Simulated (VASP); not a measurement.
**Mo₂S: density, localisation and related maps**

```
CELL_PARAMETERS angstrom
4.25414 0.00000 0.00000
-2.12707 3.68419 0.00000
0.00000 0.00000 3.06956
ATOMIC_POSITIONS crystal
Mo 0.33333 0.66667 0.50000
Mo 0.66667 0.33333 0.50000
S 0.00000 0.00000 0.00000
```

Space group P6/mmm; a generated structure, not necessarily the stable one.

All numbers below come from Kohn-Sham DFT of a periodic cell, PBE, VASP PAW PBE potentials, recommended (VASP 6.6.1).

Core electrons are frozen (PAW), and the valence fields are smoothed inside the atomic spheres.

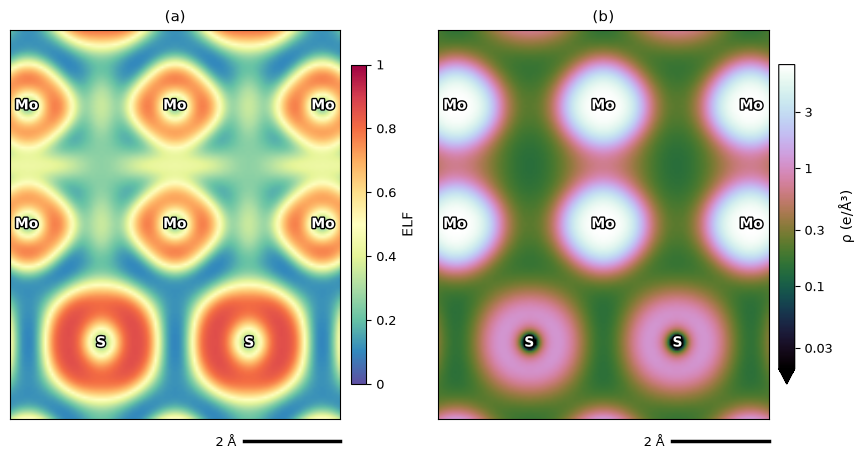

Figure 1. (a) electron localisation function; (b) valence electron density on the (110) plane of the conventional cell.

### Describe what can be read from this map.

- The plane passes through Mo and S nuclei.
- Mo–Mo (2.46 Å): ρ at the midpoint is about 0.68 e/Å³; the ELF is about 0.45 at the midpoint.
- Mo–S (2.90 Å): ρ at the midpoint is about 0.23 e/Å³; the ELF peaks at about 0.85 in the valence shell of S, 0.8 Å from its nucleus, and drops to about 0.10 between the two atoms.
- Between the atoms the lowest density in this plane is 0.14 e/Å³.
- The features right at Mo lie inside the PAW spheres, where the map follows smoothed inner orbitals and isn't to be read closely.

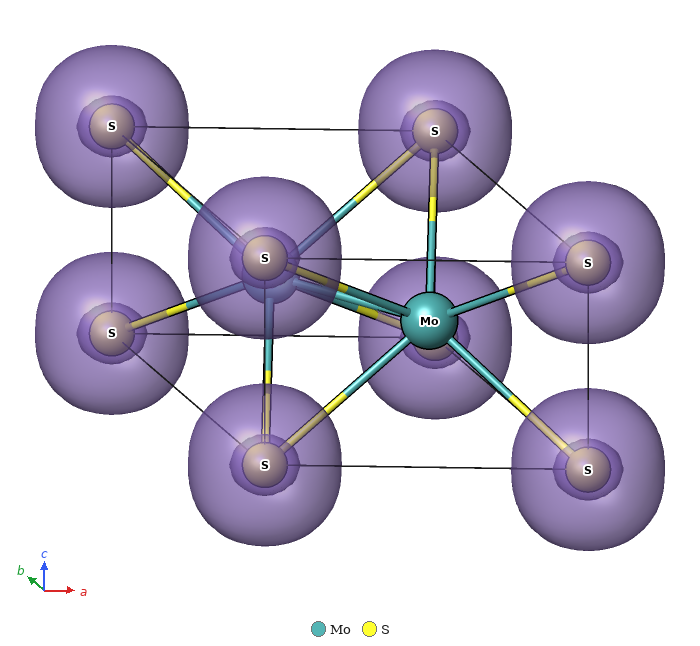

Figure 2. Isosurface of the ELF at 0.7 (purple), seen at an oblique angle. Core shells and regions of very low density are left out. Sticks mark near contacts.

### Describe the localisation domains.

The surface consists of one region wrapped around S (its valence shell), counted in one cell of 3 atoms. Regions shared between cells count once.
